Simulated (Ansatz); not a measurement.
# The cluster Si₂Ge: trial inputs and their diagnosis

2 inputs were typed for the cluster Si₂Ge. Each is run as it stands; the log then has to tell whether the result can be used.

Computed with Ansatz 0.2.0, Gaussian basis. Level: the settings change from run to run.

## (1) The geometry

The geometry comes from an earlier relaxation with PBE0-D4 in a triple-zeta def2 set; it is a stationary point.

3 atoms, charge 0, spin multiplicity 1.

Atoms are counted from 1 here; the program's logs count them from 0.

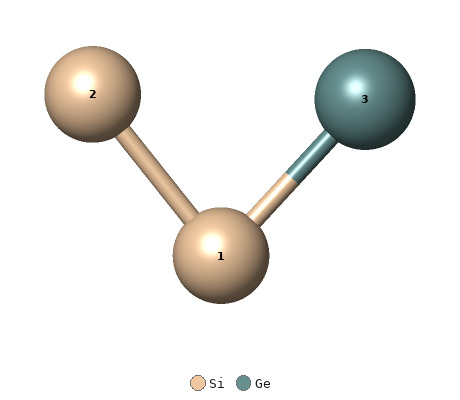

The structure; silicon light orange, germanium teal; atoms are numbered from 1 in the order of the file.

## (2) Attempt 1

Input file in.yaml:

```yaml
crystal:
  periodic: [false, false, false]
  atoms:
    - {symbol: Si, position_ang: [-0.114200, 0.219812, 0.893804]}
    - {symbol: Si, position_ang: [-0.632779, -1.223469, -0.514820]}
    - {symbol: Ge, position_ang: [-0.932779, -1.223469, -0.514820]}
basis:
  gaussian: {orbitals: def2-SVP, fitting: {mean_field: def2-universal-jkfit}}
magnetization: {spin_polarized: true, initial_magnetization: 0}
hamiltonian: {xc: {name: PBE-QIDH}}
scf: {omitted_lower_state_checks: [starts]}
output: {forces: true}
```

Run with:

```bash
$ ansatz run in.yaml --threads 4 --pin off --events-out ev --progress --plain --max-ram 3916MiB
```

Output:

```text
Functional definition: PBE-QIDH
  name "PBE-QIDH"
  cite "Brémond, Sancho-García, Pérez-Jiménez & Adamo, J. Chem. Phys. 141, 031101 (2014) doi:10.1063/1.4890314"
  cite "Perdew, Burke & Ernzerhof, Phys. Rev. Lett. 77, 3865 (1996) doi:10.1103/PhysRevLett.77.3865"
  parameter a = 3^(-1/3)
  parameter c = 1/3
  exchange = (1 - a)*pbe_x + a*exact_x
  correlation = (1 - c)*pbe_c + c*(mp2_os + mp2_ss)
these checks for a lower state are left out or cut short: starts
522 factors; integrals over basis functions are off by at most 4.3e-3 eV
mean field evaluation 1: about -68265.0259 eV, gradient 4.5e1 eV
mean field evaluation 2: about -68265.0278 eV, gradient 4.5e1 eV
mean field evaluation 4: about -68267.9981 eV, gradient 6.4e0 eV
mean field evaluation 8: about -68268.2557 eV, gradient 1.4e-1 eV
mean field evaluation 16: about -68268.2567 eV, gradient 6.4e-4 eV
mean field -68268.25674615 eV, -2508.8121615347 hartree, gradient 3.5e-6 eV, S^2 0.000000; 0 other end points of the search recorded, 0 dependent functions left out
19 core orbitals not correlated, not the lowest: weight in the atoms' cores, before any rotation towards them, 0.810 or more for the frozen orbitals, at most 0.121 for the correlated occupied ones
reference -68268.25675383 eV, -2508.8121618169 hartree; 11, 11 occupied and 38, 38 virtual orbitals, 522 factors
second order -8.26278021 eV of doubles, -0.00000000 eV of singles
the calculation of the forces begins
Total energy: -68271.01101390 eV, -2508.9133790075 hartree
Atom 0 at    -0.114200     0.219812     0.893804 Å, force     0.359779     1.575038     1.537217 eV/Å
Atom 1 at    -0.632779    -1.223469    -0.514820 Å, force 32749.835510    -2.566769    -2.505134 eV/Å
Atom 2 at    -0.932779    -1.223469    -0.514820 Å, force -32750.195289     0.991731     0.967917 eV/Å
Dipole moment:    -0.071496    -0.647642    -0.632091 e Å
Checks for a lower state left out: starts
```

Run time: 3 s. Hardware: 4 threads of Arm Neoverse V2, shared host.

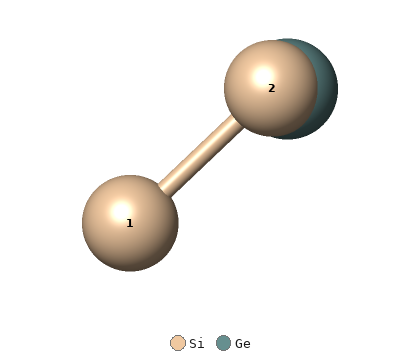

The geometry of this input.

**Diagnosis.** It ended without an error, which proves nothing about the input. One atom was put on top of another. The shortest distance is 0.30 Å (Si2–Ge3), against 2.17 Å in the relaxed molecule. Its coordinates are also moved off the relaxed structure. Its energy is no property of the relaxed molecule. To mend it, restore the atom's position.

## (3) Attempt 2

Input file in.yaml:

```yaml
crystal:
  periodic: [false, false, false]
  atoms:
    - {symbol: Si, position_ang: [-0.118691, 0.197457, 1.015040]}
    - {symbol: Si, position_ang: [0.779609, 1.195914, -0.541856]}
    - {symbol: Ge, position_ang: [-0.906721, -1.295444, -0.447287]}
basis:
  gaussian: {orbitals: def2-TZVP, fitting: {mean_field: cc-pVTZ-jkfit}}
total_charge: 1
magnetization: {spin_polarized: true, initial_magnetization: 1}
hamiltonian: {xc: {name: wB97}}
scf: {lower_state_search: off}
relax: {f_tol: 0.0001, max_steps: 2}
```

Same command.

Output:

```text
Functional definition: wB97
  name "wB97"
  cite "Chai & Head-Gordon, J. Chem. Phys. 128, 084106 (2008) doi:10.1063/1.2834918"
  cite "Becke, J. Chem. Phys. 107, 8554 (1997) doi:10.1063/1.475007"
  parameter omega = 0.4/bohr
  parameter cx1 = 1.13116
  parameter cx2 = -2.74915
  parameter cx3 = 12.0900
  parameter cx4 = -5.71642
  parameter css1 = -2.55352
  parameter css2 = 11.8926
  parameter css3 = -26.9452
  parameter css4 = 17.0927
  parameter cos1 = 3.99051
  parameter cos2 = -17.0066
  parameter cos3 = 1.07292
  parameter cos4 = 8.88211
  # The coefficients of nought are those of the uniform gas.
  exchange = spin_sum(e_x_unif_sr(omega)*poly(b97_u_x, 1, cx1, cx2, cx3, cx4)) + exact_x_lr(omega)
  correlation = spin_sum(e_c_pw_same_spin*poly(b97_u_same, 1, css1, css2, css3, css4))
      + integral(e_c_pw_opposite_spin*poly(b97_u_opposite, 1, cos1, cos2, cos3, cos4))
these checks for a lower state are left out or cut short: stability, starts, cluster_reference, orbital_swaps, neighbouring_geometries, increment
449 factors; integrals over basis functions are off by at most 2.4e-1 eV
449 factors; integrals over basis functions are off by at most 4.1e-4 eV
mean field evaluation 1: about -72263.7485 eV, gradient 1.8e1 eV
mean field evaluation 2: about -72264.4625 eV, gradient 1.6e1 eV
mean field evaluation 4: about -72265.7003 eV, gradient 1.2e0 eV
mean field evaluation 8: about -72265.7446 eV, gradient 2.0e-1 eV
mean field evaluation 16: about -72265.7619 eV, gradient 2.1e-2 eV
mean field evaluation 32: about -72265.7620 eV, gradient 4.2e-4 eV
mean field -72265.76200546 eV, -2655.7177702078 hartree, gradient 7.9e-6 eV, S^2 0.770492; 0 other end points of the search recorded, 0 dependent functions left out
the calculation of the forces begins
reference -72265.76199849 eV, -2655.7177699518 hartree; 30, 29 occupied and 92, 93 virtual orbitals, 449 factors
relax step   1: F+E_penalty+E_count = -72265.76200546 eV  Δ(F+E_penalty+E_count) = +0.000e0 eV  max|allowed force component| = 1.851e0 eV/Å  Δτ_max = 0.0000 Å  (38 SCF iters, accepted)
these checks for a lower state are left out or cut short: stability, starts, cluster_reference, orbital_swaps, neighbouring_geometries, increment
449 factors; integrals over basis functions are off by at most 2.4e-1 eV
449 factors; integrals over basis functions are off by at most 3.7e-4 eV
mean field -72266.12400776 eV, -2655.7310735470 hartree, gradient 2.2e-6 eV, S^2 0.949512; 0 other end points of the search recorded, 0 dependent functions left out
the calculation of the forces begins
reference -72266.12400104 eV, -2655.7310733002 hartree; 30, 29 occupied and 92, 93 virtual orbitals, 449 factors
relax step   2: F+E_penalty+E_count = -72266.12400776 eV  Δ(F+E_penalty+E_count) = -3.620e-1 eV  max|allowed force component| = 6.003e-1 eV/Å  Δτ_max = 0.1946 Å  (70 SCF iters, accepted)
Error: geometry relaxation did not converge after 2 steps: max|allowed force component| = 6.00e-1 eV/Å (threshold 1.0e-4). Raise `relax.max_steps` over both its present limit and 2, loosen `relax.f_tol`, or start from a geometry closer to equilibrium. Where this run's directory can be resumed (`checkpoint.write`), a resume goes on for up to `relax.max_steps` more
```

It took 8.5 s on 4 threads of Arm Neoverse V2, shared host.

What is wrong: The run did not converge. The relaxation is allowed too few steps for its threshold. The start was also shaken off the relaxed geometry, so there is far to go. It also asks for charge 1 and multiplicity 2, another species or state than the molecule above. To mend it, raise relax.max_steps, and set charge and spin to those of the species named.

## (4) Summary

| attempt | level | ended | cause | time |
| --- | --- | --- | --- | --- |
| 1 | PBE-QIDH/def2-SVP | converged | one atom was put on top of another | 3 s |
| 2 | wB97/def2-TZVP | not converged | the relaxation is allowed too few steps for its threshold | 8.5 s |

1 converged, 1 not converged. The dangerous case is the input that converges on a wrong geometry, charge, spin, basis or grid: often only a look at the input shows it.
